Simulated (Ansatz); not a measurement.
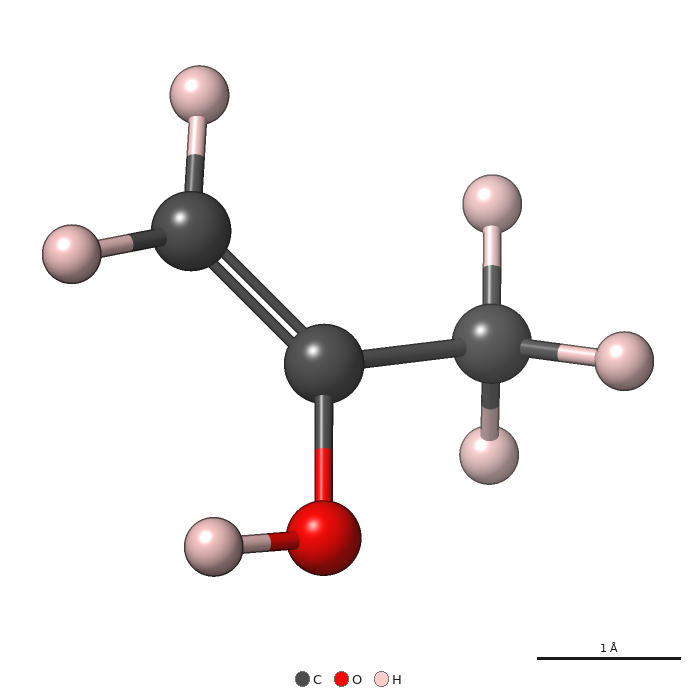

A ball-and-stick model of a molecule. Double and triple bonds are drawn as two and three sticks.

Question: What is the molecular formula?

Answer: C₃H₆O, 10 atoms: 3 carbon, 6 hydrogen and 1 oxygen.

Question: Write the SMILES.

Answer: C=C(C)O

Question: How many sets of symmetry-equivalent atoms are there?

Answer: 9: 1 C, 1 C, 1 C, 1 O, 1 H, 1 H, 2 H, 1 H, 1 H.

The parts below concern this one geometry. Atoms keep their numbers from picture to picture. The computed structure is the end point of a PBE0-D4/def2-TZVP optimisation.

Geometry

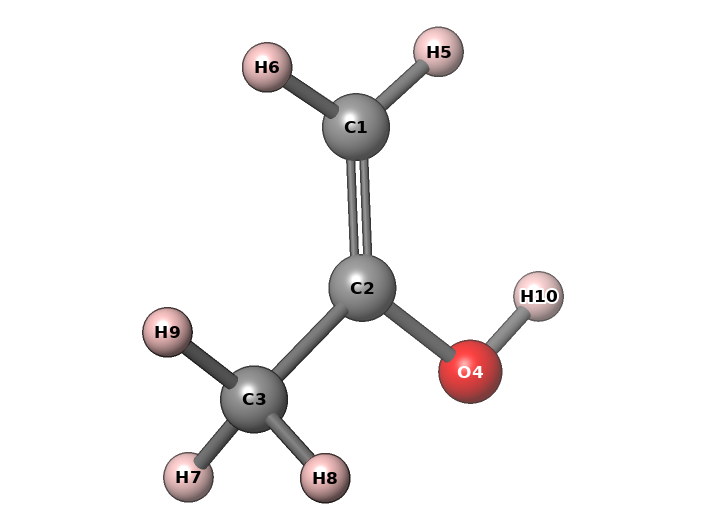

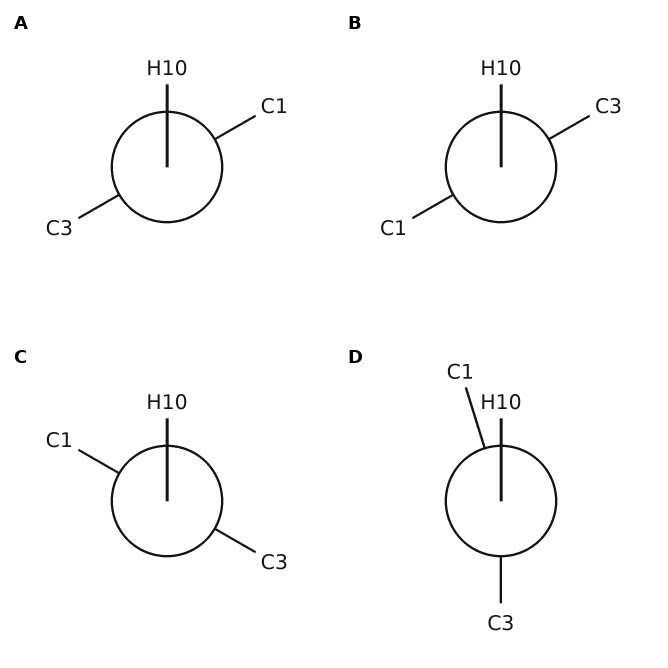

Depth is shown by fading: the farther an atom, the more it takes the colour of the background. Bonds that would overlap in a projection are set slightly apart.

Question: Which Newman projection shows the view along O4–C2, with O4 in front?

Answer: D. The torsion angle H10–O4–C2–C3 is 180°, antiperiplanar (anti).

Thermal motion

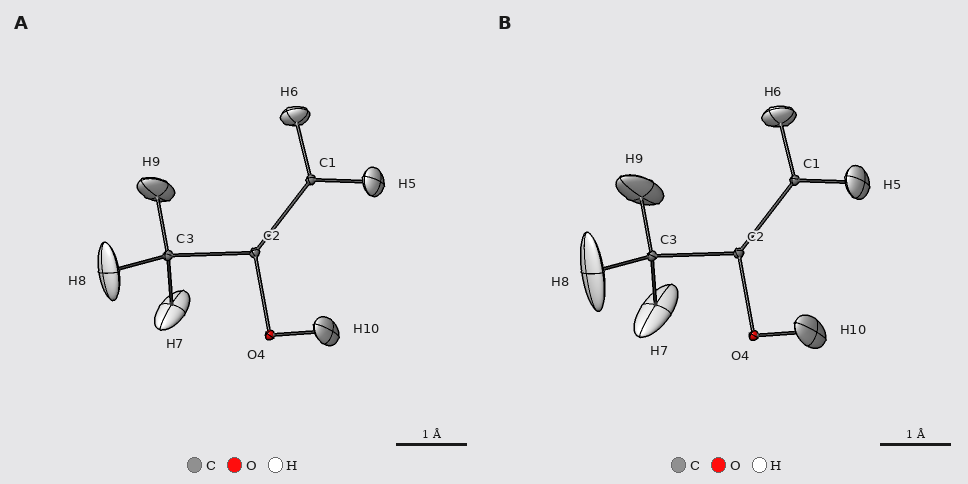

Displacement ellipsoids at the 50 % level, from the internal vibrations of the free molecule (harmonic, no overall translation or rotation; no half-axis is drawn under 0.075 Å). Vibrations computed with RKS PBE0-D4/def2-TZVP (Ansatz 0.2.0). One panel is for 298 K, the other for 600 K.

Question: Which panel is for 600 K?

Answer: B.

Question: How much does the mean-square displacement of H8 grow, and why?

Answer: U_eq goes from 0.0335 to 0.0568 Å², a factor of 1.7. Modes below kT (417 cm⁻¹ at 600 K) grow about in proportion to T, and the lowest lies at 187 cm⁻¹; the mean-square amplitude of a mode is its zero-point value times coth(ħω/2kT), which comes close to 1 only above about 3kT.

Electronic properties

Method: RKS PBE0-D4/def2-SVP (Ansatz 0.2.0).

Computed properties:

- HOMO energy (Kohn–Sham orbital): −6.45 eV
- LUMO energy (Kohn–Sham orbital): 1.23 eV
- HOMO–LUMO gap: 7.68 eV
- dispersion correction: −11.8 kJ/mol

Dipole moment

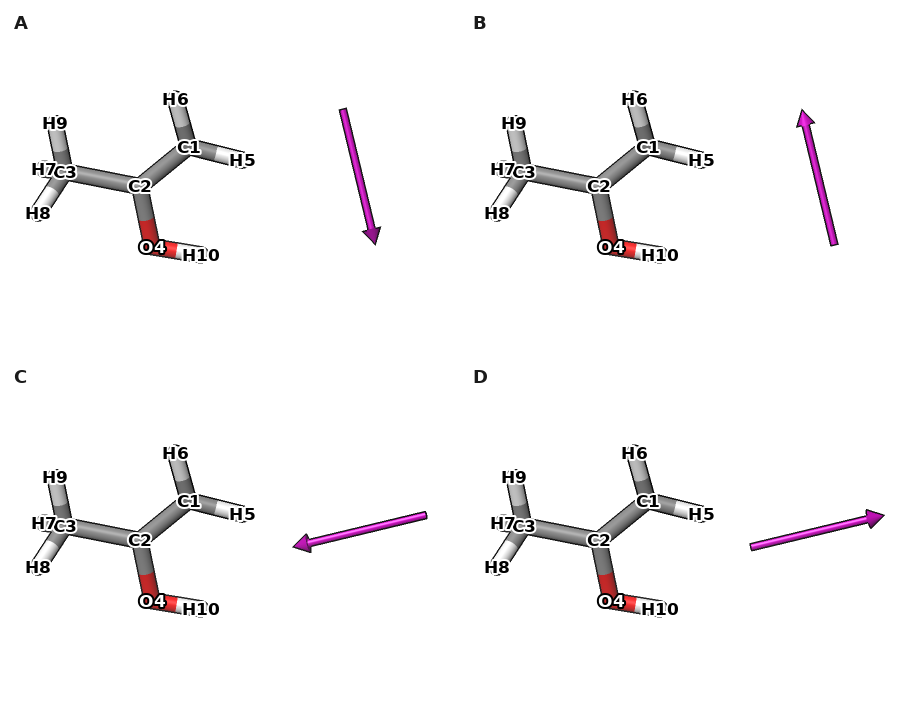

The same molecule four times, each with an arrow. Method: RKS B3LYP-D4/def2-TZVPP (Ansatz 0.2.0).

Question: Which arrow points along the dipole moment, from the negative to the positive end?

Answer: D. The dipole moment is 0.50 D; it points from the side of H7, H8 to the side of H5 (the outermost atoms at the two ends).

Charges

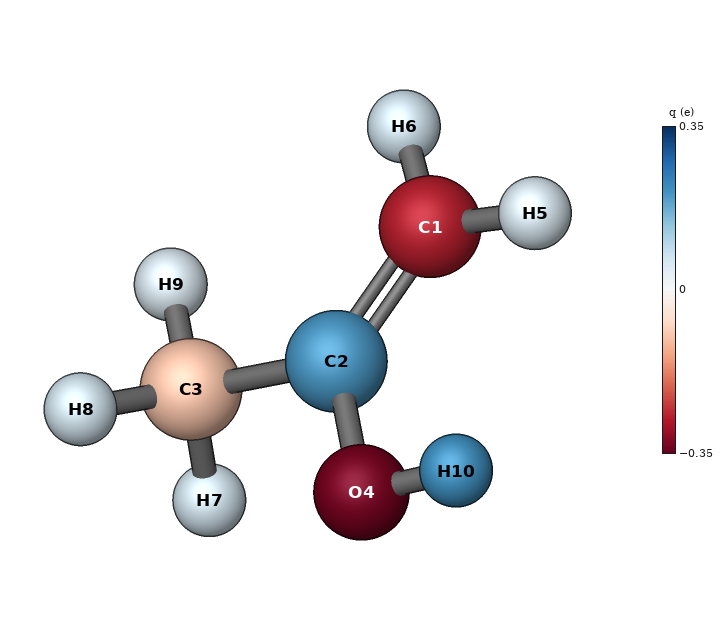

Atoms are coloured by their Mulliken charges. Method: RKS r2SCAN-D4/def2-TZVPP (Ansatz 0.2.0).

Give the Mulliken charges atom by atom.

```csv
atom,value (e)
C1,−0.27
C2,0.20
C3,−0.10
O4,−0.33
H5,0.05
H6,0.06
H7,0.06
H8,0.06
H9,0.05
H10,0.21
```

Mulliken values depend strongly on the basis set and can even reverse the polarity of a bond.
